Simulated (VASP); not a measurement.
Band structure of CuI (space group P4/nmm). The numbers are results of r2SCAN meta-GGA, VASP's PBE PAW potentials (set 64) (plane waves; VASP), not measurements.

Unless said otherwise, spin-orbit coupling is left out, though it shifts the bands of the heavy elements here.

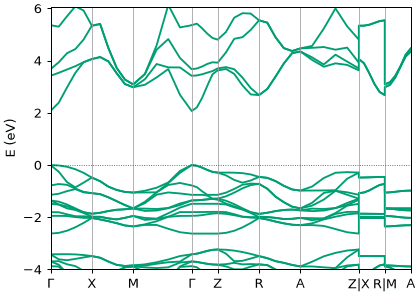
*Bands along high-symmetry lines, zero at the valence-band maximum or, without a gap, the Fermi level*

Q: Read the plot: is there a gap, and where are the band edges?

A: The gap is direct, 2.07 eV, from the valence maximum at Γ to the conduction minimum at Γ.

The structure comes from a computed database's CuI entry (P4/nmm); how it stands against other phases isn't given here. It was relaxed first.
